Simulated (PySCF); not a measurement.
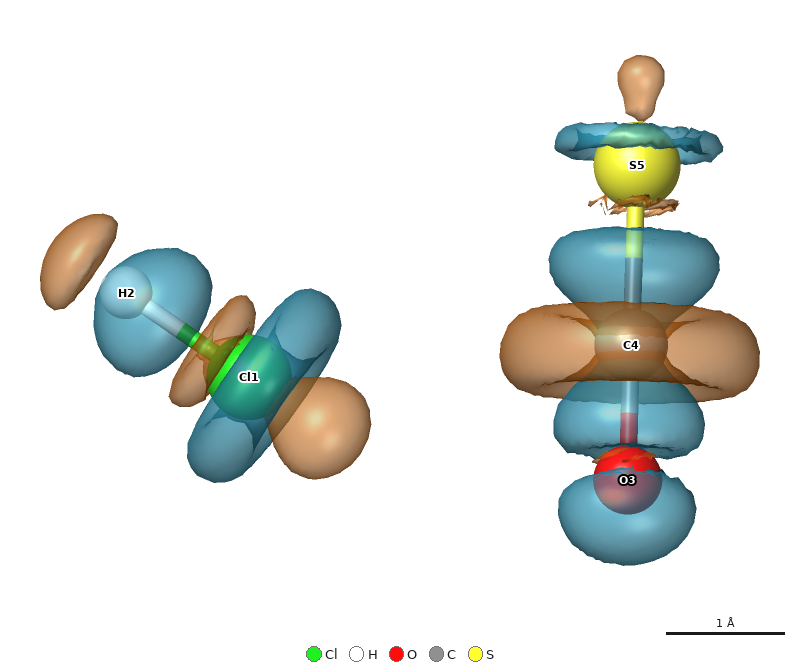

CHClOS, SMILES `Cl.O=C=S`. Deformation density (molecule less spherical, spin-averaged free atoms at the same positions), surfaces at ±0.06 e/Å³; light blue: gain, orange: loss.

Level of theory: CAM-B3LYP/def2-TZVP (PySCF), at a geometry from GFN2-xTB. The pair's geometry is semi-empirical, so its contact may be too short or too long. GFN2-xTB bond lengths at metals and heavier atoms can be off by up to 0.1 Å and shapes distorted, which carries into these values.

> How much density has each bond gained at its critical point, relative to the free atoms?

O3–C4: +0.86 e/Å³ at the bond critical point (bond length 1.15 Å, Mayer order 2.2). Cl1–H2: +0.52 e/Å³ at the bond critical point (bond length 1.28 Å, Mayer order 1.0). C4–S5: +0.12 e/Å³ at the bond critical point (bond length 1.54 Å, Mayer order 2.1); up to 0.6 Å beside the axis the gain reaches +0.64 e/Å³. In all, 1.1 electrons gather in the regions of gain relative to the promolecule. A small or negative value marks a very polar bond, one between electron-rich atoms, whose free-atom densities already overlap strongly, a long bond to a heavier atom, or a closed-shell contact such as a hydrogen bond.

> Where do the Hirshfeld charges lie?

The highest Hirshfeld charge is on C4 (+0.16 e), the lowest on O3 (−0.15 e).

Cost of the run: 19 s on 1 thread of Arm Neoverse V1, with other jobs on the host, peak memory 0.53 GiB.
